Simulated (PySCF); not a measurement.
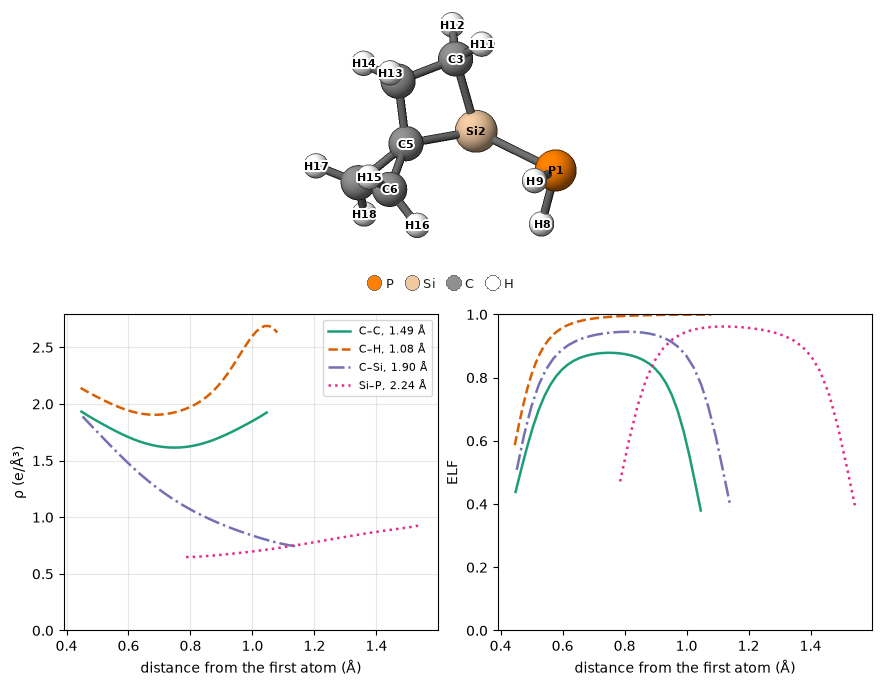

C₅H₁₁PSi. Electron density and ELF along straight lines between neighbouring atoms. The curves leave out the atomic cores. The structure is drawn too.

Geometry: GFN2-xTB.

Method: PBE0/pcSseg-1, SCF density, gas phase, non-relativistic (PySCF).

```yaml
atoms:
  - { symbol: P, position_ang: [3.0580, -0.0592, -0.3186] }
  - { symbol: Si, position_ang: [0.9627, 0.4293, -0.9593] }
  - { symbol: C, position_ang: [0.1433, 1.9738, -0.1677] }
  - { symbol: C, position_ang: [-1.0319, 1.1347, 0.3699] }
  - { symbol: C, position_ang: [-0.5317, -0.2585, -0.0031] }
  - { symbol: C, position_ang: [-0.5994, -1.4253, 0.9380] }
  - { symbol: C, position_ang: [-1.4429, -1.4136, -0.2952] }
  - { symbol: H, position_ang: [2.9932, -1.3611, -0.7825] }
  - { symbol: H, position_ang: [2.7067, -0.4388, 0.9647] }
  - { symbol: H, position_ang: [0.8750, 0.3145, -2.4222] }
  - { symbol: H, position_ang: [0.7199, 2.4381, 0.6292] }
  - { symbol: H, position_ang: [-0.1667, 2.7619, -0.8471] }
  - { symbol: H, position_ang: [-1.1933, 1.2599, 1.4406] }
  - { symbol: H, position_ang: [-1.9626, 1.3724, -0.1454] }
  - { symbol: H, position_ang: [-1.0855, -1.2762, 1.8918] }
  - { symbol: H, position_ang: [0.2383, -2.1075, 0.9816] }
  - { symbol: H, position_ang: [-2.5060, -1.2542, -0.1843] }
  - { symbol: H, position_ang: [-1.1860, -2.0839, -1.1022] }
```

> What can be read from the curves?

C–C (1.49 Å): ρ at the midpoint is about 1.6 e/Å³; the ELF peaks at about 0.90 between the atoms (a covalent bond).
C–H (1.08 Å): ρ at the midpoint is about 2 e/Å³; the ELF climbs to about 1 towards the hydrogen, as it does in any bond to H; a covalent bond by its length.
C–Si (1.90 Å): ρ is about 0.88 e/Å³ halfway; the ELF peaks at about 0.95 between the atoms, as expected for localised, covalent bonding.
Si–P (2.24 Å): ρ is about 0.74 e/Å³ halfway; the ELF peaks at about 0.95 between the atoms; a shared electron pair.
